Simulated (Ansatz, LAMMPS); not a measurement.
# V84Fe16 (at. %) with crystalline order left by the classical run (70 atoms): a single point

What does DFT give for V84Fe16 (at. %) with crystalline order left by the classical run (70 atoms) as built?

Program: Ansatz 0.2.0. Level of theory: Kohn-Sham DFT, r2SCAN, PAW (set soft_2), plane waves. Results are calculated unless marked as measured.

## 1. The structure

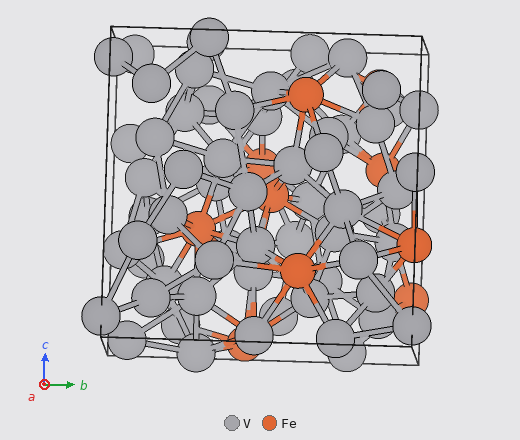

The starting structure, seen slightly off an axis (vanadium grey, iron orange). Bonds to atoms that aren't drawn are left out. Some periodic images of atoms are drawn too.

The cell holds 70 atoms: 59 V and 11 Fe. Cell: a = 9.766 Å, b = 9.766 Å, c = 9.766 Å, α = 90.0°, β = 90.0°, γ = 90.0°. 70 atoms (59 V, 11 Fe) placed at random at 5.68 g/cm³, melted at 2600 K for 10 ps at fixed volume with the Finnis-Sinclair V-Fe potential (Mendelev, file VFe_mm.eam.fs of the LAMMPS distribution). Quenched from 2600 K to 300 K at 300 K/ps and zero pressure, held 5 ps.

Before any run, some limits are plain. The quench rate of 300 K/ps is orders of magnitude faster than experiment, which tends to freeze in extra defects. The starting topology of bonds comes from the classical model, and needn't be the one that DFT or experiment would give.

## 2. How the cell was made

A classical potential makes the cell, at a small fraction of what the same run would cost in DFT.

This step: classical MD, Finnis-Sinclair V-Fe potential (Mendelev, file VFe_mm.eam.fs of the LAMMPS distribution) (LAMMPS 22 Jul 2025 - Update 4).

in.lmp

```
# melt-quench of V59Fe11
units metal
atom_style atomic
boundary p p p
region box block 0 10.1875 0 10.1875 0 10.1875
create_box 2 box
mass 1 50.9415   # V
mass 2 55.8450   # Fe
create_atoms 1 random 59 396778 NULL overlap 1.78 maxtry 2000
create_atoms 2 random 11 396785 NULL overlap 1.78 maxtry 2000
pair_style eam/fs
pair_coeff * * VFe_mm.eam.fs V Fe
neigh_modify delay 0 every 1 check yes
thermo_style custom step time temp pe press density
thermo_modify norm yes
timestep 0.002
thermo 100
min_style cg
minimize 1e-4 1e-4 200 2000
reset_timestep 0
velocity all create 2600 396779 mom yes dist gaussian
fix lim all nve/limit 0.05
fix lan all langevin 2600 2600 0.2 396780 zero yes
thermo 500
run 1000 post no
unfix lim
unfix lan
thermo 833
fix md all nvt temp 2600 2600 0.2
run 5000 post no
unfix md
thermo 383
fix md all npt temp 2600 300 0.2 iso 0 0 2
run 3833 post no
unfix md
thermo 1250
fix md all npt temp 300 300 0.2 iso 0 0 2
run 2500 post no
unfix md
write_dump all custom glass.dump id type xs ys zs modify sort id
```

Started as:

```sh
lmp -in in.lmp -log none -nocite
```

Numbers of over 12 decimals in the logs are rounded to 6 here.

The program printed:

```text
LAMMPS (22 Jul 2025 - Update 4)
Created orthogonal box = (0 0 0) to (10.1875 10.1875 10.1875)
Created 59 atoms
Created 11 atoms
   Step          Time           Temp          PotEng         Press         Density
         0   0              0             -2.6605301      352431.42      5.6851068
        68   0.136          0             -4.5919241     -107129.08      5.6851068
Loop time of 0.00817564 s on 1 MPI rank(s) for 68 steps with 70 atoms
Minimization stats:
  Stopping criterion = energy tolerance
  Energy initial, next-to-last, final =
      -2.6605300787269  -4.59155919127334  -4.59192414490299
  Force two-norm initial, final = 73.013453 0.59551776
[... 14 lines left out ...]
[... 1 line left out ...]
Loop time of 0.385295 s on 1 MPI rank(s) for 5000 steps with 70 atoms
   Step          Time           Temp          PotEng         Press         Density
[... 12 lines left out ...]
Loop time of 0.334322 s on 1 MPI rank(s) for 3833 steps with 70 atoms
   Step          Time           Temp          PotEng         Press         Density
      9833   19.666         365.52144     -4.7703802     -27442.849      6.3521951
     10000   20             350.04273     -4.7847813     -13413.655      6.4133498
     11250   22.5           287.97785     -4.7815036      11358.96       6.4370781
     12333   24.666         300.36391     -4.7846346      3454.6576      6.4524616
Loop time of 0.192777 s on 1 MPI rank(s) for 2500 steps with 70 atoms
```

Elapsed: 1.1 s, on 1 thread of Arm Neoverse V2, shared host; peak memory 0.07 GiB.

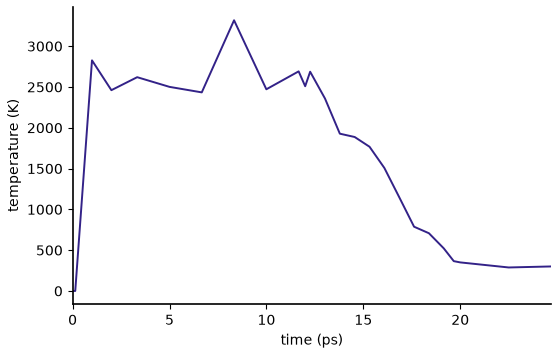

Temperature, plotted against time.

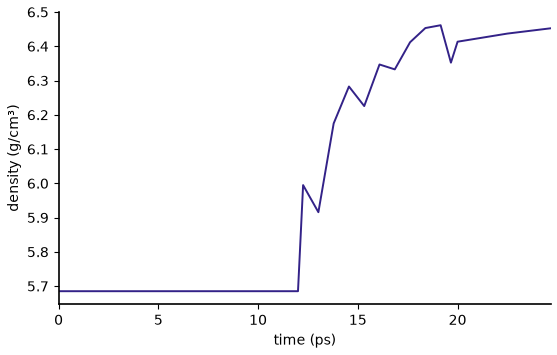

Density against time.

## 3. Plane-wave single point

One self-consistent run at the given positions yields energy and forces.

input.yaml

```yaml
crystal:
  lattice:
    - [9.76649, 0.0, 0.0]
    - [0.0, 9.76649, 0.0]
    - [0.0, 0.0, 9.76649]
  atoms:
    - { symbol: V, position: [0.18071, 0.73278, 0.72475] }
    - { symbol: V, position: [0.12248, 0.37692, 0.34833] }
    - { symbol: V, position: [0.5184, 0.0496, 0.31098] }
    - { symbol: V, position: [0.57879, 0.29423, 0.16605] }
    - { symbol: V, position: [0.36125, 0.29261, 0.9969] }
    - { symbol: V, position: [0.50609, 0.07291, 0.02155] }
    - { symbol: V, position: [0.96877, 0.24739, 0.54929] }
    - { symbol: V, position: [0.39249, 0.87436, 0.12078] }
    - { symbol: V, position: [0.49525, 0.72753, 0.38942] }
    - { symbol: V, position: [0.23649, 0.68917, 0.24722] }
    - { symbol: V, position: [0.01723, 0.59022, 0.38755] }
    - { symbol: V, position: [0.76762, 0.15162, 0.14479] }
    - { symbol: V, position: [0.5592, 0.65807, 0.17177] }
    - { symbol: V, position: [0.7203, 0.85309, 0.73034] }
    - { symbol: V, position: [0.75149, 0.00554, 0.91744] }
    - { symbol: V, position: [0.87058, 0.35384, 0.26684] }
    - { symbol: V, position: [0.83681, 0.75063, 0.02864] }
    - { symbol: V, position: [0.94723, 0.9974, 0.07051] }
    - { symbol: V, position: [0.4161, 0.23277, 0.76604] }
    - { symbol: V, position: [0.94478, 0.1349, 0.82437] }
    - { symbol: V, position: [0.12034, 0.30286, 0.80941] }
    - { symbol: V, position: [0.32688, 0.62613, 0.972] }
    - { symbol: V, position: [0.08164, 0.2331, 0.10186] }
    - { symbol: V, position: [0.01611, 0.54528, 0.14283] }
    - { symbol: V, position: [0.62478, 0.47909, 0.33136] }
    - { symbol: V, position: [0.47458, 0.69886, 0.69931] }
    - { symbol: V, position: [0.23751, 0.63939, 0.50305] }
    - { symbol: V, position: [0.56224, 0.50959, 0.8345] }
    - { symbol: V, position: [0.32934, 0.91686, 0.37354] }
    - { symbol: V, position: [0.59023, 0.75366, 0.94683] }
    - { symbol: V, position: [0.97456, 0.81946, 0.27558] }
    - { symbol: V, position: [0.19416, 0.05513, 0.67306] }
    - { symbol: V, position: [0.34331, 0.46752, 0.2642] }
    - { symbol: V, position: [0.03288, 0.57844, 0.87648] }
    - { symbol: V, position: [0.4828, 0.98605, 0.79308] }
    - { symbol: V, position: [0.82947, 0.45337, 0.49256] }
    - { symbol: V, position: [0.09702, 0.86439, 0.47714] }
    - { symbol: V, position: [0.90141, 0.31479, 0.98098] }
    - { symbol: V, position: [0.9394, 0.69575, 0.61958] }
    - { symbol: V, position: [0.60077, 0.92572, 0.52691] }
    - { symbol: V, position: [0.30228, 0.47985, 0.76724] }
    - { symbol: V, position: [0.21858, 0.12113, 0.438] }
    - { symbol: V, position: [0.13534, 0.77128, 0.02623] }
    - { symbol: V, position: [0.66455, 0.59127, 0.59144] }
    - { symbol: V, position: [0.90618, 0.99101, 0.56774] }
    - { symbol: V, position: [0.20851, 0.06103, 0.9598] }
    - { symbol: V, position: [0.83775, 0.40267, 0.75218] }
    - { symbol: V, position: [0.75504, 0.48655, 0.03432] }
    - { symbol: V, position: [0.31389, 0.18226, 0.21412] }
    - { symbol: V, position: [0.4384, 0.11033, 0.54979] }
    - { symbol: V, position: [0.64422, 0.26435, 0.89291] }
    - { symbol: V, position: [0.70927, 0.19651, 0.41726] }
    - { symbol: V, position: [0.26268, 0.33406, 0.55496] }
    - { symbol: V, position: [0.00335, 0.10911, 0.3148] }
    - { symbol: V, position: [0.77589, 0.75945, 0.44938] }
    - { symbol: V, position: [0.68326, 0.87067, 0.18842] }
    - { symbol: V, position: [0.57461, 0.36358, 0.61265] }
    - { symbol: V, position: [0.70392, 0.14625, 0.66523] }
    - { symbol: V, position: [0.00135, 0.87589, 0.82344] }
    - { symbol: Fe, position: [0.50279, 0.47963, 0.05172], spin: 2.2 }
    - { symbol: Fe, position: [0.1922, 0.44392, 0.04053], spin: 2.2 }
    - { symbol: Fe, position: [0.43343, 0.51905, 0.50715], spin: 2.2 }
    - { symbol: Fe, position: [0.3498, 0.87479, 0.60286], spin: 2.2 }
    - { symbol: Fe, position: [0.46304, 0.28869, 0.38942], spin: 2.2 }
    - { symbol: Fe, position: [0.80985, 0.62203, 0.24411], spin: 2.2 }
    - { symbol: Fe, position: [0.07883, 0.47795, 0.62134], spin: 2.2 }
    - { symbol: Fe, position: [0.77954, 0.62828, 0.81321], spin: 2.2 }
    - { symbol: Fe, position: [0.80616, 0.99297, 0.33869], spin: 2.2 }
    - { symbol: Fe, position: [0.1693, 0.97283, 0.19846], spin: 2.2 }
    - { symbol: Fe, position: [0.32161, 0.8533, 0.87188], spin: 2.2 }
magnetization:
  spin_polarized: true
kpoints:
  mp_grid: { grid: [2, 2, 2] }
hamiltonian:
  xc: r2scan
scf:
  occupations: { method: fermi_dirac, width: 0.1 }
output:
  forces: true
  stress: true
  populations: true
  dos:
    method: { smearing: { sigma: 0.08 } }
    de: 0.1
    projected: { site_lists: { Fe: [Fe], V: [V] } }
  eigenvalues: true
  write_density: true
  write_potential: true
  volumetric_format: npy
```

Started as:

```sh
ansatz run input.yaml --threads 8 --pin off --max-ram 15872MiB --backend cpu --events-out ev --progress --plain --runs-dir out
```

The program printed:

```text
Engine: ansatz 0.2.0, aarch64-unknown-linux-gnu
Pseudopotentials: kind: paw
Pseudopotential: V, paw, valence charge 13, recommended cutoff 500 eV (meta_gga), V.paw.azcp
Pseudopotential: Fe, paw, valence charge 16, recommended cutoff 500 eV (meta_gga), Fe.paw.azcp
[... 6 lines on functional and potentials left out ...]
Crystal: 70 atoms, lattice volume = 931.570 Å³
[...]
--- Löwdin populations: 70 sites ---
  site symbol       q [e]    m [muB]
     0      V     12.8574    -0.5875
     1      V     12.8686    -0.6639
     2      V     12.8371     0.4651
[...]
69     Fe     15.9040     1.5645
  spilling = 0.011669 (of n_electrons = 943.000000)
[key lines of the parts left out:]
SCF converged after 45 iterations
Magnetization: 4.6206 μB (473.8103 up, 469.1897 down)
Free energy (F): -221436.143548 eV
Fermi energy:    16.769131 eV
P = ⅓ Tr σ = 0.6971 GPa (6.971 kbar)
```

It took 34 min on 8 threads of Arm Neoverse V2, shared host; peak memory 12 GiB; 4.4 h of CPU time.

Reading the cycles: dr2 is the Hartree energy of the density residual (eV), the measure of convergence; HF is the Harris–Foulkes estimate of the energy, which meets the free energy F at convergence.

The program notes that it cut back its work space to fit the memory limit and the stability of the SCF solution was not settled. Further notices: look outside group; minimisation memory short.

Read from the output:

```
free energy                             : -221436.1435 eV
free energy per atom                    : -3163.3735 eV/atom
SCF cycles                              : 45
pressure                                : 0.6971 GPa
r.m.s. force component                  : 0.5175 eV/Å
longest force                           : 1.906 eV/Å
Fermi energy                            : 16.77 eV
levels partly filled by over 2 per cent : 503
total moment                            : 4.621 μB
absolute moment                         : 51.73 μB
spilling of the projection              : 0.01167
```

Length of the force by element:

```tsv
element	coordination	atoms	mean length of the force (eV/Å)	spread	least	most
Fe	all	11	0.638	0.185	0.313	1.05
V	all	59	0.855	0.374	0.125	1.91
```

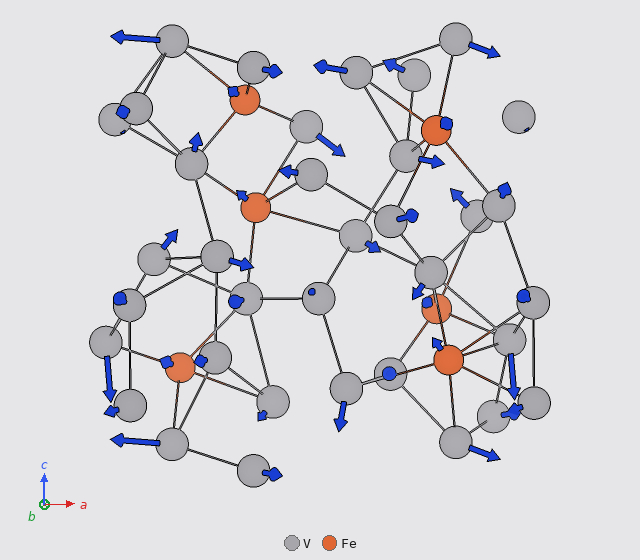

Forces as arrows; the longest in the cell is 1.91 eV/Å. Drawn is a slice 5 Å thick, seen along the normal of the ac plane. Bonds to atoms that aren't drawn are left out.

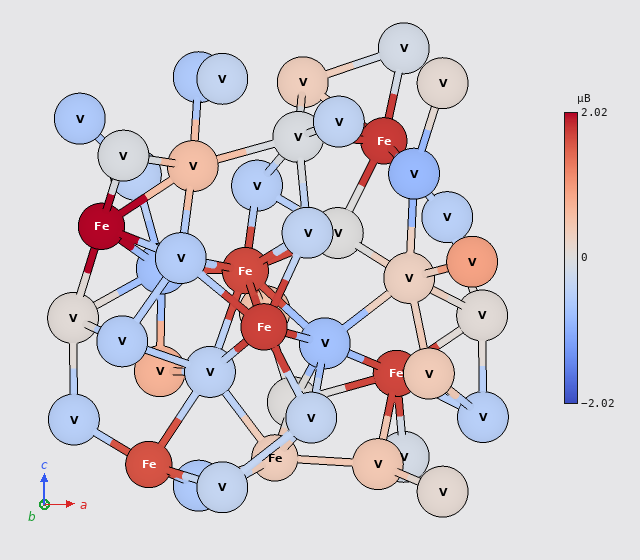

Atoms coloured by their magnetic moment. Drawn is a slice 5 Å thick, seen along the normal of the ac plane. Bonds to atoms that aren't drawn are left out.

Magnetic moments by element:

```tsv
element	coordination	atoms	mean moment (μB)	spread	least	most
Fe	all	11	1.56	0.417	0.348	2.02
V	all	59	-0.160	0.487	-1.01	0.906
```

States in the cell by windows of 1 eV, zero at the Fermi level; the larger projections on atomic orbitals stand beside the total:

```tsv
from (eV)	to (eV)	total up	total down	V d	Fe d	V s
-18	-8	0.0	0.0	0.0	0.0	0.0
-8	-7	0.6	0.9	0.0	0.0	1.2
-7	-6	2.6	2.6	0.1	0.0	3.9
-6	-5	5.6	5.8	0.9	0.2	7.6
-5	-4	12.1	8.4	5.3	3.6	8.9
-4	-3	45.3	31.6	35.1	26.6	11.9
-3	-2	38.9	42.3	49.0	22.6	6.1
-2	-1	44.4	52.2	73.3	14.0	4.5
-1	0	45.0	46.2	72.1	9.8	4.0
0	1	41.3	39.3	64.5	9.6	2.7
```

The curve was stored every 0.10 eV, coarse against its broadening of 0.08 eV, so these counts are rough.

About 558 of the 943 electrons lie in deeper levels, below the stored range.

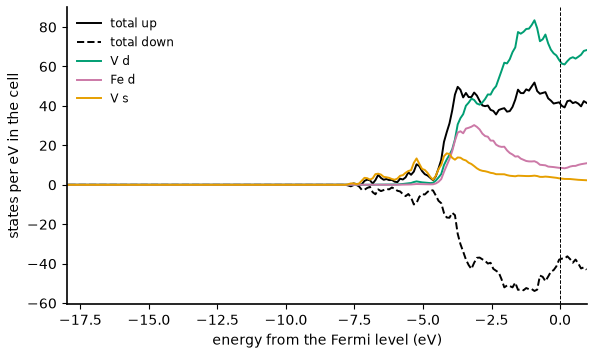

Total and projected density of states, with the broadening of the input. Down spins are drawn downwards.

The levels nearest the highest filled one (over half full), pooled over k-points and spins:

```tsv
level less the highest filled one (eV)	occupation
-0.0104	0.53
-0.0094	0.528
-0.0037	0.514
-0.0034	0.513
-0.002	0.509
0	0.504
0.0022	0.499
0.0036	0.495
0.004	0.494
0.0046	0.493
0.0078	0.485
0.0079	0.485
```

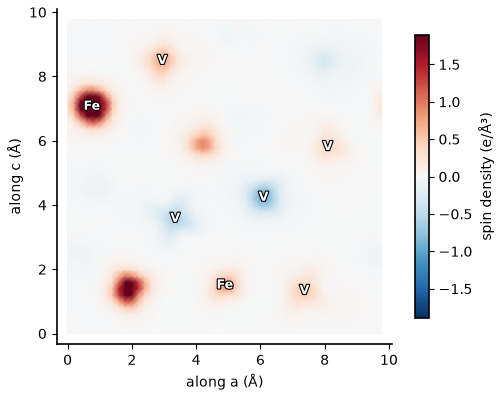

Spin density in the ac plane at fractional y = 0.468, with atoms of V and Fe within 0.2 Å of it. The map starts off the cell's origin, so that atoms lie inside it.

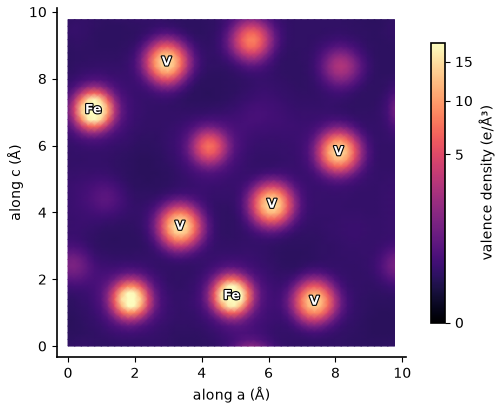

Valence density in the ac plane at fractional y = 0.468, with atoms of V and Fe within 0.2 Å of it. It is the smooth field of the valence electrons, not physical close to the nuclei. The map starts off the cell's origin, so that atoms lie inside it. The colour scale is stretched toward low values.

The cell holds a total moment of 4.62 μB, from site moments of up to 2.0 μB that point both ways; no search proves this magnetic order the lowest. Within 0.4 eV of the Fermi level the largest share is V d (83 % of the projected weight).

## 4. Local order

These statistics describe the geometry on which the runs were made.

Density 6.45 g/cm³, 13.31 Å³ an atom.

Pair distribution functions g(r), in bins of 0.2 Å:

```tsv
r (Å)	total	V-V	V-Fe	Fe-Fe
2.10	0.06	0.00	0.24	0.00
2.30	1.09	0.69	2.25	0.00
2.50	3.00	2.40	4.85	0.96
2.70	1.64	1.77	1.33	0.85
2.90	2.43	3.04	1.01	0.00
3.10	1.03	1.25	0.47	0.65
3.30	0.44	0.49	0.32	0.00
3.50	0.26	0.28	0.23	0.00
3.70	0.35	0.19	0.62	2.22
3.90	0.47	0.31	0.80	1.67
4.10	0.77	0.59	1.32	0.00
4.30	1.06	0.93	1.44	0.68
4.50	1.48	1.64	0.97	2.41
4.70	1.47	1.67	0.92	1.68
```

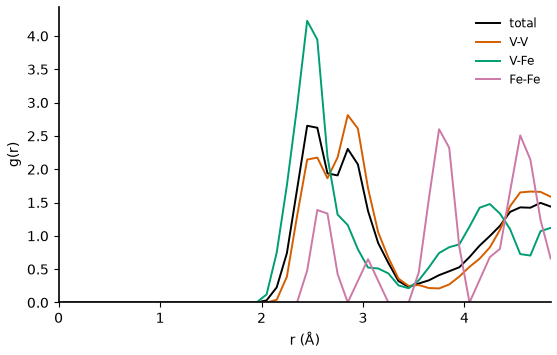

Pair distribution functions, lightly smoothed.

A closer look about V43, which bears the longest force: 14 atoms, nearest first, numbered in the order of the input, with positions taken from that point.

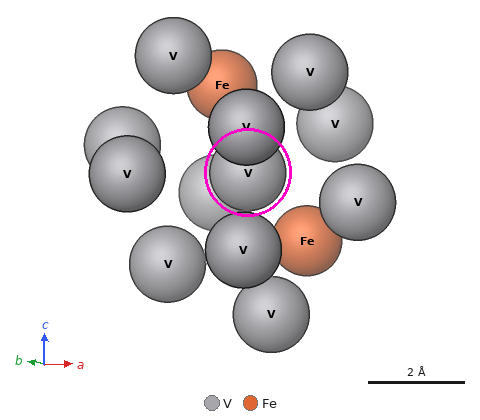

The atoms of the table, within 3.0 Å (arrows a, b, c point along x, y, z); some may hide others; the central atom is ringed.

```tsv
atom	x	y	z	distance (Å)	moment (μB)	Fx	Fy	Fz (eV/Å)
V43	0.00	0.00	0.00	0.00	-0.23	-1.71	0.85	0.08
V22	1.87	-1.42	-0.53	2.41	-0.61	0.72	0.55	-0.17
Fe70	1.82	0.80	-1.51	2.49	1.48	-0.32	0.40	0.22
V10	0.99	-0.80	2.16	2.51	0.72	-0.41	0.47	-0.14
V59	-1.31	1.02	-1.98	2.58	0.72	0.07	-0.01	-0.11
V34	-1.00	-1.88	-1.46	2.59	-0.61	-0.48	-0.54	-0.06
Fe69	0.33	1.97	1.68	2.61	1.64	-0.48	-0.40	0.22
V24	-1.16	-2.21	1.14	2.74	-0.50	-0.52	0.26	-0.19
V8	2.51	1.01	0.92	2.86	-0.76	-0.28	-0.18	-0.32
V18	-1.84	2.21	0.43	2.91	0.21	0.63	-0.77	0.18
V17	-2.92	-0.20	0.02	2.92	-0.13	1.14	-0.10	-0.44
V31	-1.57	0.47	2.44	2.94	-0.16	0.12	-0.38	-1.64
V46	0.71	2.83	-0.65	2.99	-0.90	0.66	-0.61	-0.77
V1	0.44	-0.38	-2.94	3.00	-0.46	0.14	-0.19	0.71
```

## 5. Summary of results

- free energy per atom: -3163.3735 eV/atom
- pressure: 0.6971 GPa
- r.m.s. force component: 0.5175 eV/Å
- wall time of the 1 DFT run: 34 min

What this shows: 503 levels are partly filled, by over 2 % (on the run's k-points), as in a metal. The cell holds a total moment of 4.62 μB, from site moments of up to 2.0 μB that point both ways; no search proves this magnetic order the lowest.

Caveats: The force components of 0.52 eV/Å r.m.s. hold both thermal displacement and the mismatch between the potential that made the cell and DFT. The run was spin polarised, started with 11 parallel moments, ending at 4.6 μB in the cell; that starting order needn't be the real material's, and it bears on forces, charges and levels. The pressure of a single frame lacks the kinetic term. r2SCAN tends to overstate moments in itinerant metals.

[Logs are printed without paths, hosts, clocks, repeated set-up lines and the standing remarks that a program may print on its own settings, such as how far it seeks lower states.]

[Hosts, paths, dates, database ids (printed as entryN), source tags and the programs' standing remarks are cut or masked in the printed files.]
